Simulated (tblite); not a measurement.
Run report: C$_{3}$H$_{10}$NOSi, geometry relaxation (part 1 of 2)

- system: C$_{3}$H$_{10}$NOSi, multiplicity 2
- method: GFN2-xTB geometry optimisation, gas phase (tblite 0.8.0)

It belongs to a series of runs on one base structure; here: H removed from O.

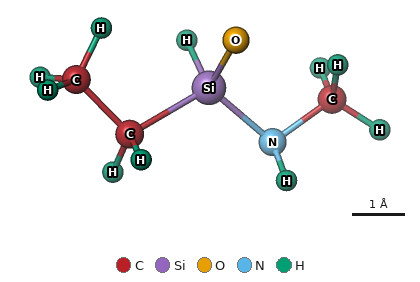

Figure 1. The structure as given in the input (ball-and-stick view, seen at a tilt).

### Key numbers

- outcome: converged
- total energy: −550.8418 eV
- hardware: 1 CPU thread, shared host
- wall time: 0.74 s
- peak memory: 0.18 GiB

### The input
```
{"job": {"kind": "relax", "xc": "GFN2-xTB", "basis": "xTB"}, "charge": 0, "multiplicity": 2}
C     -2.560700     0.095200     0.321100
C     -1.380200    -0.831100     0.174900
Si     0.141900     0.243300     0.333700
O      0.157200     0.843300     1.928900
N      1.633600    -0.566100    -0.141600
C      2.723200     0.359600     0.124100
H     -3.333800    -0.350100     0.966500
H     -2.995400     0.310200    -0.663500
H     -2.228200     1.073200     0.748700
H     -1.391100    -1.538600     1.038600
H     -1.393000    -1.381000    -0.780000
H     -0.064300     1.382000    -0.593200
H      1.786100    -1.440100     0.393500
H      3.711000    -0.144900     0.164600
H      2.495500     0.798900     1.136800
H      2.690800     1.155100    -0.629500
```

The first line tells a small driver script what to run in tblite; the rest is the geometry in Å.

Launch command:
```bash
OMP_NUM_THREADS=1 python <driver script> task.json out
```

### The program's output
```
step      E/eV     max force
  0    -549.45966    5.516
  1    -550.13867    1.598
  2    -550.17507    2.427
  3    -550.22994    0.525
  4    -550.25618    0.475
  5    -550.28854    0.842
  6    -550.31680    0.805
  7    -550.34334    0.365
  8    -550.35891    0.315
  9    -550.37286    0.335
 10    -550.38496    0.374
 11    -550.39685    0.238
 12    -550.40739    0.233
 13    -550.41729    0.265
 14    -550.42955    0.376
 15    -550.44604    0.363
 16    -550.46146    0.294
 17    -550.47212    0.265
 18    -550.48167    0.221
 19    -550.48932    0.304
 20    -550.49639    0.270
 21    -550.50582    0.221
 22    -550.51696    0.340
 23    -550.52810    0.259
 24    -550.53776    0.334
 25    -550.54784    0.231
 26    -550.55819    0.244
 27    -550.57113    0.281
 28    -550.58262    0.361
 29    -550.59206    0.399
 30    -550.59930    0.282
 31    -550.60911    0.260
 32    -550.62545    0.322
 33    -550.63647    0.362
 34    -550.64814    0.294
 35    -550.65852    0.281
 36    -550.66981    0.283
 37    -550.67869    0.242
 38    -550.68525    0.232
 39    -550.68944    0.267
 40    -550.69522    0.312
 41    -550.70174    0.239
 42    -550.70600    0.110
 43    -550.70796    0.088
 44    -550.70932    0.070
 45    -550.71029    0.065
 46    -550.71136    0.065
 47    -550.71246    0.077
 48    -550.71356    0.084
 49    -550.71472    0.086
 50    -550.71624    0.092
 51    -550.71845    0.108
 52    -550.72162    0.123
 53    -550.72572    0.158
 54    -550.73038    0.191
 55    -550.73486    0.171
 56    -550.73890    0.155
 57    -550.74059    0.303
 58    -550.74541    0.170
 59    -550.74827    0.174
 60    -550.75198    0.201
 61    -550.75549    0.262
 62    -550.75969    0.289
 63    -550.76403    0.262
 64    -550.76954    0.174
 65    -550.77534    0.136
 66    -550.77877    0.215
 67    -550.78189    0.189
 68    -550.78594    0.187
 69    -550.78812    0.291
 70    -550.79215    0.161
 71    -550.79593    0.125
 72    -550.79974    0.103
 73    -550.80248    0.140
 74    -550.80426    0.124
 75    -550.80602    0.131
 76    -550.80741    0.118
 77    -550.80919    0.109
 78    -550.81156    0.119
 79    -550.81448    0.146
 80    -550.81654    0.088
 81    -550.81800    0.099
 82    -550.81919    0.088
 83    -550.82079    0.088
 84    -550.82224    0.093
 85    -550.82377    0.088
 86    -550.82571    0.086
 87    -550.82871    0.137
 88    -550.81977    0.503
 89    -550.83272    0.162
 90    -550.83415    0.109
 91    -550.83567    0.091
 92    -550.83620    0.063
 93    -550.83687    0.054
 94    -550.83751    0.050
 95    -550.83796    0.051
 96    -550.83829    0.047
 97    -550.83856    0.042
 98    -550.83898    0.045
 99    -550.83928    0.056
100    -550.83948    0.043
101    -550.83963    0.041
102    -550.83972    0.022
103    -550.83976    0.018
104    -550.83980    0.013
105    -550.83983    0.016
106    -550.83987    0.014
107    -550.83991    0.017
108    -550.83993    0.014
109    -550.83996    0.013
110    -550.83998    0.013
111    -550.84001    0.013
112    -550.84004    0.014
113    -550.84009    0.018
114    -550.84014    0.024
115    -550.84021    0.025
116    -550.84029    0.021
117    -550.84037    0.019
118    -550.84044    0.023
119    -550.84053    0.022
120    -550.84062    0.025
121    -550.84070    0.026
122    -550.84078    0.025
123    -550.84087    0.021
124    -550.84100    0.026
125    -550.84112    0.026
126    -550.84120    0.021
127    -550.84125    0.022
128    -550.84129    0.019
129    -550.84138    0.016
130    -550.84143    0.016
131    -550.84151    0.018
132    -550.84156    0.022
133    -550.84163    0.021
134    -550.84169    0.017
135    -550.84174    0.014
136    -550.84177    0.010
137    -550.84178    0.010
138    -550.84179    0.011
139    -550.84180    0.008
```

### Trajectory as extended XYZ (Å, eV, eV/Å), 30 of the 140 frames kept, from step=0 to step=139
```
16
Properties=species:S:1:pos:R:3:forces:R:3 step=0 energy=-549.45966
C    -2.5607    0.0952    0.3211   -0.1780   0.6810  -0.1250
C    -1.3802   -0.8311    0.1749   -0.9650  -1.3780   0.4350
Si    0.1419    0.2433    0.3337    0.5600   2.9720   4.6130
O     0.1572    0.8433    1.9289    0.0470  -1.9380  -4.6590
N     1.6336   -0.5661   -0.1416    0.3210  -0.3500   0.7440
C     2.7232    0.3596    0.1241   -0.1910  -0.2010   0.8930
H    -3.3338   -0.3501    0.9665    0.3080   0.3150  -0.2380
H    -2.9954    0.3102   -0.6635    0.0440   0.0050   0.3000
H    -2.2282    1.0732    0.7487   -0.5780  -0.9130  -0.1350
H    -1.3911   -1.5386    1.0386    0.2310   0.3940  -0.8620
H    -1.3930   -1.3810   -0.7800    0.0680   0.2040   0.5630
H    -0.0643    1.3820   -0.5932    0.1850  -0.4120  -0.0650
H     1.7861   -1.4401    0.3935   -0.0700   0.6530  -0.6410
H     3.7110   -0.1449    0.1646   -0.6490   0.3220  -0.2140
H     2.4955    0.7989    1.1368    0.7270  -0.0640  -0.9220
H     2.6908    1.1551   -0.6295    0.1410  -0.2890   0.3110
16
Properties=species:S:1:pos:R:3:forces:R:3 step=5 energy=-550.28854
C    -2.5710    0.0939    0.3047   -0.0980   0.0290   0.0260
C    -1.4186   -0.8480    0.1876    0.2590   0.0100   0.0120
Si    0.1597    0.3372    0.4066   -0.2150   0.0020   0.8140
O     0.1640    0.7978    1.8720   -0.0380  -0.1090  -0.2950
N     1.6096   -0.5437   -0.1022    0.0310   0.0330  -0.0040
C     2.7082    0.3456    0.1498    0.0460   0.0640   0.1060
H    -3.3275   -0.3254    0.9567   -0.2510  -0.0930   0.0430
H    -3.0008    0.3195   -0.6626   -0.0690   0.0400  -0.1380
H    -2.2669    1.0300    0.7578   -0.0620   0.0550   0.1000
H    -1.3665   -1.5428    1.0138    0.0840   0.0040   0.0250
H    -1.3775   -1.3731   -0.7552    0.1090   0.0130  -0.0590
H    -0.0483    1.3350   -0.6228    0.0220   0.0130  -0.4380
H     1.7842   -1.4274    0.3555   -0.1270  -0.0830  -0.1280
H     3.6767   -0.1395    0.1466    0.0600  -0.2740  -0.0990
H     2.5669    0.8230    1.1149    0.2620   0.1610   0.1860
H     2.7001    1.1267   -0.5997   -0.0120   0.1360  -0.1500
16
Properties=species:S:1:pos:R:3:forces:R:3 step=10 energy=-550.38496
C    -2.5993    0.0829    0.3052    0.0000  -0.0570   0.0150
C    -1.4063   -0.8347    0.1938   -0.1430   0.0680   0.0270
Si    0.1288    0.3710    0.4606    0.2170   0.0030  -0.3050
O     0.1531    0.8070    1.9217   -0.1030   0.2280   0.1050
N     1.5937   -0.4954   -0.0548   -0.1010   0.0930   0.1320
C     2.7285    0.3564    0.1710    0.0300  -0.1010  -0.1050
H    -3.3819   -0.3413    0.9387    0.0530  -0.1220  -0.1710
H    -3.0114    0.3274   -0.6750    0.0620  -0.0600   0.1260
H    -2.3140    1.0163    0.7864   -0.0880  -0.0460  -0.0020
H    -1.3324   -1.5421    1.0101   -0.0620   0.0560   0.0210
H    -1.3320   -1.3561   -0.7538    0.0170   0.1170   0.0350
H    -0.0274    1.2632   -0.7173   -0.0230  -0.1740   0.2120
H     1.7454   -1.4357    0.2890   -0.0200   0.1550  -0.0800
H     3.6582   -0.2061    0.1086    0.0190   0.0340  -0.0380
H     2.6840    0.8661    1.1402    0.0430  -0.1420  -0.0920
H     2.7053    1.1300   -0.6009    0.0990  -0.0520   0.1210
16
Properties=species:S:1:pos:R:3:forces:R:3 step=14 energy=-550.42955
C    -2.6191    0.0685    0.3158   -0.0320   0.0140  -0.0900
C    -1.4116   -0.8130    0.2073    0.1760   0.0050   0.0730
Si    0.1372    0.3972    0.4878   -0.2140   0.0480   0.3050
O     0.1093    0.8769    1.9382   -0.0590   0.1920  -0.1340
N     1.5828   -0.4474   -0.0085    0.1010  -0.1350  -0.2220
C     2.7605    0.3457    0.1682    0.0020  -0.0400   0.0670
H    -3.4178   -0.4023    0.8854    0.0290  -0.0790   0.0660
H    -3.0051    0.3175   -0.6637   -0.0440   0.0770  -0.2140
H    -2.3679    1.0029    0.8105   -0.1170  -0.0790   0.1370
H    -1.3307   -1.5210    1.0183   -0.0230  -0.0510   0.0590
H    -1.2971   -1.3096   -0.7486   -0.0410   0.0360   0.0460
H    -0.0256    1.1831   -0.7357   -0.1070   0.1980  -0.0880
H     1.7098   -1.4146    0.2275    0.0850  -0.1300   0.0180
H     3.6598   -0.2553    0.0688    0.0650   0.0310  -0.0680
H     2.7706    0.8480    1.1384    0.0510  -0.0770   0.0580
H     2.7374    1.1322   -0.5862    0.1280  -0.0120  -0.0120
16
Properties=species:S:1:pos:R:3:forces:R:3 step=19 energy=-550.48932
C    -2.6512    0.0461    0.3064    0.0070  -0.0460   0.0320
C    -1.3967   -0.7796    0.2454   -0.0730  -0.0380  -0.0450
Si    0.1263    0.4368    0.5387    0.1610   0.0510  -0.2530
O     0.0370    1.0604    1.9267    0.1400   0.0460  -0.0500
N     1.5821   -0.4182    0.0047   -0.0840   0.0480   0.1360
C     2.8080    0.3142    0.1647   -0.0350  -0.0260   0.0240
H    -3.4360   -0.5111    0.8161   -0.0910  -0.0050  -0.0600
H    -2.9953    0.3231   -0.6896    0.0560   0.0260   0.1040
H    -2.4847    0.9537    0.8796   -0.0730  -0.0110   0.0300
H    -1.3442   -1.5044    1.0477    0.0540   0.0090  -0.0220
H    -1.2655   -1.2449   -0.7216    0.0690  -0.1680   0.0350
H    -0.0666    1.1493   -0.7407   -0.0260   0.1400   0.0140
H     1.6940   -1.4105    0.1534   -0.0150   0.0970  -0.0420
H     3.6867   -0.3061    0.0001   -0.0510  -0.0910   0.0090
H     2.8765    0.7714    1.1543    0.0240  -0.0300   0.0420
H     2.8221    1.1287   -0.5626   -0.0620   0.0000   0.0460
16
Properties=species:S:1:pos:R:3:forces:R:3 step=24 energy=-550.53776
C    -2.6833    0.0093    0.3142    0.0140  -0.0340   0.0110
C    -1.3932   -0.7685    0.2638    0.1130   0.0640   0.0860
Si    0.1340    0.5152    0.5103   -0.2930  -0.0390   0.1550
O     0.0586    1.2256    1.8589    0.0870  -0.0660  -0.1670
N     1.5753   -0.3781    0.0573    0.0780  -0.1370  -0.1430
C     2.8417    0.2829    0.1851    0.0060  -0.0180   0.0300
H    -3.4926   -0.6014    0.7291    0.1180  -0.0230  -0.1680
H    -2.9655    0.3516   -0.6795   -0.0110   0.0040   0.0420
H    -2.6171    0.8877    0.9600    0.1680  -0.1860  -0.0430
H    -1.3181   -1.4875    1.0696    0.0750   0.1110   0.1400
H    -1.2118   -1.2776   -0.6789   -0.1420   0.1070   0.0330
H    -0.1154    1.2106   -0.7619    0.0440   0.0380  -0.0910
H     1.6661   -1.3837    0.0726   -0.2010   0.1540   0.0160
H     3.6673   -0.3910   -0.0513   -0.0770   0.0580   0.0590
H     2.9853    0.6928    1.1909    0.0010  -0.0460  -0.0730
H     2.8611    1.1210   -0.5169    0.0200   0.0130   0.1130
16
Properties=species:S:1:pos:R:3:forces:R:3 step=29 energy=-550.59206
C    -2.6931   -0.0432    0.3163    0.0450   0.0970  -0.0170
C    -1.3658   -0.7461    0.3097    0.0500  -0.0550  -0.0640
Si    0.0888    0.5732    0.4715    0.3020   0.1470  -0.2160
O     0.1166    1.3967    1.7499   -0.0560   0.0540   0.2490
N     1.5515   -0.3309    0.0581   -0.1160   0.1420  -0.0740
C     2.8570    0.2396    0.2060   -0.0970   0.0220  -0.0160
H    -3.5018   -0.7218    0.5766   -0.0330  -0.1620   0.0610
H    -2.9277    0.3849   -0.6532    0.0970   0.0630  -0.0860
H    -2.6894    0.7584    1.0431   -0.0380   0.0950   0.1750
H    -1.2631   -1.4204    1.1530    0.0250   0.0590   0.0390
H    -1.2136   -1.2830   -0.6183    0.0610  -0.1400  -0.0340
H    -0.1518    1.2948   -0.7995    0.0330  -0.1760  -0.0560
H     1.5647   -1.3333    0.0000   -0.0630  -0.0940  -0.0140
H     3.6348   -0.4649   -0.0857   -0.0400  -0.0070  -0.0530
H     3.0738    0.5776    1.2226   -0.1910  -0.0630   0.1020
H     2.9116    1.1272   -0.4266    0.0220   0.0170   0.0010
16
Properties=species:S:1:pos:R:3:forces:R:3 step=34 energy=-550.64814
C    -2.6725   -0.0545    0.3194    0.0780  -0.0400   0.0440
C    -1.3348   -0.7371    0.3205    0.0730   0.1060   0.0090
Si    0.1150    0.6604    0.4312   -0.2650  -0.1230   0.0320
O     0.1449    1.4497    1.7334   -0.0600  -0.0110  -0.0520
N     1.5159   -0.2987   -0.0020   -0.0550   0.0630  -0.0950
C     2.8270    0.2242    0.2184    0.0120  -0.0430  -0.0320
H    -3.4576   -0.7985    0.4980    0.0380   0.1300  -0.0130
H    -2.8703    0.4278   -0.6394    0.0380   0.0120   0.1940
H    -2.7087    0.6834    1.1185   -0.1030  -0.0190  -0.0950
H    -1.2036   -1.3386    1.2177    0.0490   0.0540  -0.1470
H    -1.2092   -1.3320   -0.5827    0.1950   0.0350   0.1760
H    -0.1471    1.2827   -0.8734   -0.0530   0.0110  -0.0860
H     1.4602   -1.3022   -0.0300    0.1230  -0.0420  -0.0140
H     3.5821   -0.4872   -0.1038    0.1060  -0.0650  -0.0020
H     3.0158    0.4884    1.2642   -0.1130  -0.0520  -0.0100
H     2.9351    1.1414   -0.3665   -0.0620  -0.0160   0.0920
16
Properties=species:S:1:pos:R:3:forces:R:3 step=38 energy=-550.68525
C    -2.6455   -0.0791    0.3332   -0.1250   0.0600   0.0410
C    -1.2868   -0.7082    0.3422   -0.0860  -0.0850   0.1260
Si    0.0841    0.7175    0.3767    0.1810   0.0230  -0.0300
O     0.1708    1.5346    1.6619   -0.0820  -0.0920  -0.1480
N     1.4804   -0.2679   -0.0783    0.0300  -0.0410   0.0300
C     2.8014    0.1867    0.2261   -0.0580   0.0450   0.0080
H    -3.4155   -0.8558    0.4067    0.0580   0.0900  -0.0170
H    -2.8072    0.4782   -0.5853   -0.0640   0.0270   0.0030
H    -2.7678    0.5962    1.1788    0.0350  -0.0380  -0.0780
H    -1.1372   -1.2596    1.2602    0.0920  -0.0760   0.1430
H    -1.1575   -1.3773   -0.5038    0.1660   0.1530  -0.0530
H    -0.1796    1.3293   -0.9372   -0.0500  -0.0390  -0.0050
H     1.4031   -1.2733   -0.0627    0.0250   0.0160  -0.0670
H     3.5561   -0.5229   -0.1191   -0.0670   0.0320   0.0380
H     2.9435    0.3653    1.2985   -0.0290  -0.0620  -0.0460
H     2.9502    1.1453   -0.2743   -0.0260  -0.0130   0.0550
16
Properties=species:S:1:pos:R:3:forces:R:3 step=43 energy=-550.70796
C    -2.6421   -0.0880    0.3433    0.0570  -0.0120   0.0090
C    -1.2719   -0.6969    0.3844    0.0500   0.0060  -0.0170
Si    0.0904    0.7462    0.3418   -0.0200  -0.0020  -0.0640
O     0.1448    1.5807    1.6141    0.0160   0.0170  -0.0020
N     1.4679   -0.2556   -0.1141    0.0020   0.0120   0.0280
C     2.7868    0.1684    0.2311    0.0000   0.0160   0.0560
H    -3.3950   -0.8817    0.3499    0.0000   0.0580   0.0340
H    -2.7871    0.5083   -0.5564    0.0200  -0.0620   0.0440
H    -2.8044    0.5519    1.2070    0.0160  -0.0280  -0.0210
H    -1.0867   -1.2294    1.3125   -0.0690   0.0230  -0.0490
H    -1.0818   -1.3431   -0.4680   -0.0320   0.0310   0.0330
H    -0.2101    1.3140   -0.9807   -0.0330  -0.0130  -0.0220
H     1.3765   -1.2585   -0.1117    0.0060  -0.0400  -0.0680
H     3.5325   -0.5394   -0.1304    0.0140   0.0240  -0.0320
H     2.9128    0.2825    1.3114   -0.0020  -0.0180   0.0640
H     2.9600    1.1496   -0.2109   -0.0280  -0.0120   0.0060
16
Properties=species:S:1:pos:R:3:forces:R:3 step=48 energy=-550.71356
C    -2.6293   -0.0957    0.3512   -0.0470   0.0150   0.0030
C    -1.2556   -0.6884    0.3960   -0.0450  -0.0220  -0.0100
Si    0.0903    0.7653    0.3114   -0.0440  -0.0040   0.0720
O     0.1530    1.6092    1.5781    0.0120   0.0180  -0.0510
N     1.4612   -0.2515   -0.1221    0.0290  -0.0160  -0.0050
C     2.7775    0.1582    0.2495    0.0160  -0.0110  -0.0190
H    -3.3851   -0.8856    0.3332    0.0340  -0.0280   0.0370
H    -2.7675    0.5106   -0.5386   -0.0130   0.0380  -0.0330
H    -2.8107    0.5226    1.2244    0.0300   0.0540   0.0140
H    -1.0787   -1.2096    1.3291    0.0370  -0.0130   0.0080
H    -1.0655   -1.3400   -0.4487   -0.0060  -0.0420  -0.0300
H    -0.2348    1.3195   -1.0108    0.0060  -0.0350  -0.0120
H     1.3629   -1.2547   -0.1543    0.0050   0.0340  -0.0440
H     3.5224   -0.5369   -0.1392    0.0160   0.0070   0.0320
H     2.8986    0.2378    1.3354   -0.0070  -0.0200  -0.0310
H     2.9538    1.1481   -0.1709   -0.0220   0.0250   0.0690
16
Properties=species:S:1:pos:R:3:forces:R:3 step=53 energy=-550.72572
C    -2.6172   -0.0898    0.3699    0.1040  -0.0090  -0.0280
C    -1.2463   -0.6869    0.4037    0.1060  -0.0110   0.0090
Si    0.0787    0.7729    0.2768    0.0940  -0.0340  -0.0810
O     0.1621    1.6742    1.4992   -0.0080   0.0380   0.0090
N     1.4560   -0.2453   -0.1334   -0.0390   0.0540  -0.0900
C     2.7638    0.1401    0.2819   -0.0360   0.0700   0.0470
H    -3.3508   -0.8960    0.3597   -0.1520   0.0350   0.0220
H    -2.7473    0.5176   -0.5219   -0.1250  -0.0080   0.0360
H    -2.7788    0.5274    1.2492   -0.0410   0.0240  -0.0610
H    -1.0616   -1.1868    1.3474    0.0630  -0.0640  -0.0470
H    -1.0543   -1.3460   -0.4382   -0.0900  -0.0350   0.0800
H    -0.2778    1.2625   -1.0694    0.0540  -0.0390   0.0530
H     1.3550   -1.2350   -0.2902    0.0250   0.0020  -0.0090
H     3.5331   -0.5087   -0.1380   -0.0460   0.0120  -0.0170
H     2.8600    0.1407    1.3711    0.0250  -0.0480   0.0640
H     2.9179    1.1678   -0.0443    0.0640   0.0140   0.0120
16
Properties=species:S:1:pos:R:3:forces:R:3 step=58 energy=-550.74541
C    -2.5868   -0.0779    0.3908   -0.1490  -0.0120   0.0800
C    -1.2229   -0.6990    0.4006   -0.1270  -0.0150   0.0330
Si    0.0858    0.7662    0.2189   -0.0860   0.0480   0.0500
O     0.1869    1.7223    1.3977   -0.0270  -0.0360  -0.0280
N     1.4584   -0.2406   -0.1774    0.1130   0.0760  -0.0210
C     2.7321    0.1364    0.3355    0.0550  -0.0150   0.0280
H    -3.3474   -0.8634    0.4396   -0.0030   0.0640  -0.0110
H    -2.7644    0.5205   -0.5014    0.0410  -0.1360   0.0030
H    -2.7173    0.5730    1.2510    0.0390  -0.0100   0.0160
H    -1.0193   -1.1964    1.3429    0.0220   0.0450  -0.0040
H    -1.0774   -1.3918   -0.4207   -0.0280   0.0110  -0.0450
H    -0.3096    1.1896   -1.1303    0.0310   0.0380  -0.0980
H     1.3803   -1.2065   -0.4509    0.0510   0.0140   0.0300
H     3.5324   -0.4447   -0.1190    0.0510  -0.0140  -0.0260
H     2.7945    0.0249    1.4245   -0.0320  -0.0460  -0.0410
H     2.8671    1.1963    0.1218    0.0490  -0.0130   0.0350
16
Properties=species:S:1:pos:R:3:forces:R:3 step=62 energy=-550.75969
C    -2.5945   -0.0719    0.4249    0.0490   0.0010  -0.0350
C    -1.2393   -0.7129    0.3991    0.0440   0.0150   0.0180
Si    0.0787    0.7523    0.1848    0.0250   0.0190  -0.1470
O     0.1841    1.7662    1.3132   -0.0610  -0.1210  -0.0060
N     1.4822   -0.2213   -0.2078    0.0430  -0.0540   0.0390
C     2.7362    0.1325    0.3764   -0.0400   0.0800   0.0170
H    -3.3743   -0.8290    0.5190   -0.0210  -0.0230   0.1370
H    -2.7850    0.4751   -0.4937    0.0060   0.0240  -0.0550
H    -2.6609    0.6291    1.2516   -0.0690  -0.0590   0.0260
H    -0.9950   -1.2082    1.3322   -0.0440   0.0430   0.0400
H    -1.1210   -1.4095   -0.4246   -0.0380   0.0280  -0.0270
H    -0.3236    1.1236   -1.1838    0.0260   0.0170  -0.0430
H     1.4323   -1.1637   -0.5769    0.0500   0.2480   0.1390
H     3.5598   -0.3920   -0.1122   -0.0190   0.0600   0.0750
H     2.7615   -0.0789    1.4580    0.0180  -0.0090  -0.2400
H     2.8511    1.2178    0.2635    0.0310  -0.2690   0.0640
```
